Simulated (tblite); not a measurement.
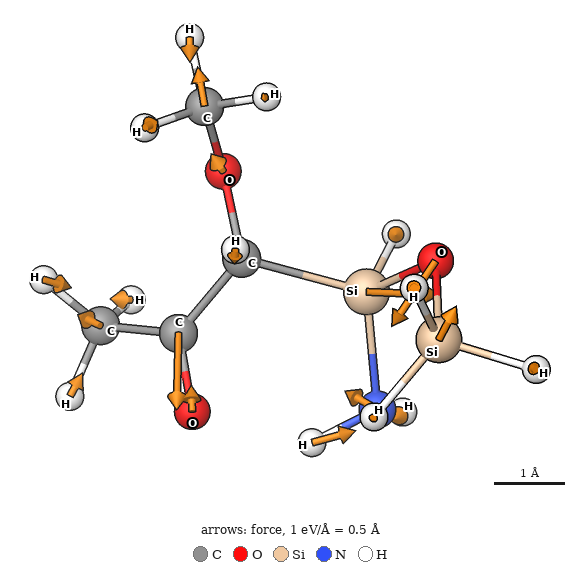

Starting geometry of C$_{4}$H$_{13}$NO$_{3}$Si$_{2}$ with the computed forces as orange arrows. Style: ball-and-stick. Shown at a tilt.

All numbers below come from GFN2-xTB geometry optimisation, gas phase in tblite 0.8.0. 

Question: Is this structure relaxed? If not, where do the atoms go?

Answer: It isn't relaxed: the largest force vector, on a C atom, is 2.64 eV/Å. The final displacements have little in common with the starting forces (cosine between the two patterns 0.12). An H atom moves most after the best rigid fit: 2.40 Å. By element the largest moves are H 2.40 Å, O 1.38 Å, N 1.16 Å, Si 1.15 Å, C 1.09 Å. Some distances before and after: Si–Si 2.854 → 3.158 Å, O–Si 1.698 → 1.622 Å, N–Si 1.768 → 1.709 Å, C–Si 1.877 → 1.931 Å. Among the angles between lasting bonds that change: Si–O–Si 114.6° → 154.1°, N–Si–H 105.8° → 121.1°, C–C–C 126.7° → 115.6°. Groups turn about O–Si by about 75°, O–Si by about 60°, C–Si by about 45°. After 291 geometry steps the energy has fallen by 1.201 eV. The run took 6.2 s on 1 thread of Arm Neoverse N1, with other jobs on the host.
